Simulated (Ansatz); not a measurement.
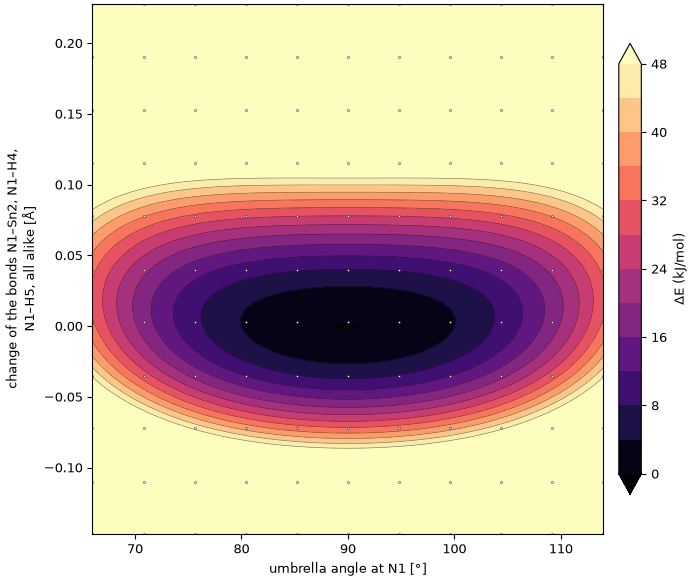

ClH₂NSn, SMILES [NH2][Sn][Cl]. The first coordinate is: umbrella angle at N1 (between each of its bonds and their common axis; 90 is planar); the second: change of the bonds N1–Sn2, N1–H4, N1–H5, all alike. Nothing is relaxed (all other coordinates rigid). The scan uses an 11 × 11 grid; 66 points were computed and 55 follow by symmetry. Points are written as (first, second). Energies: kJ/mol, counted from the lowest grid point. All numbers below come from RKS CAM-B3LYP-D4/def2-TZVP in Ansatz 0.2.0.

The picture shows filled contours, dots at the grid points, one colour for all values above the top of the scale. Between grid points the surface is interpolated.

> Estimate the position of the minimum and the force constants in these coordinates.

The interpolated minimum is at the first coordinate ≈ 90.0°, the second coordinate ≈ 0.000 Å. The curvatures there are about 2.4 eV/rad² and 111 eV/Å², with a cross term of about 0 eV/(rad·Å). Round the minimum the two coordinates are nearly uncoupled. (1 eV is 96.5 kJ/mol.)
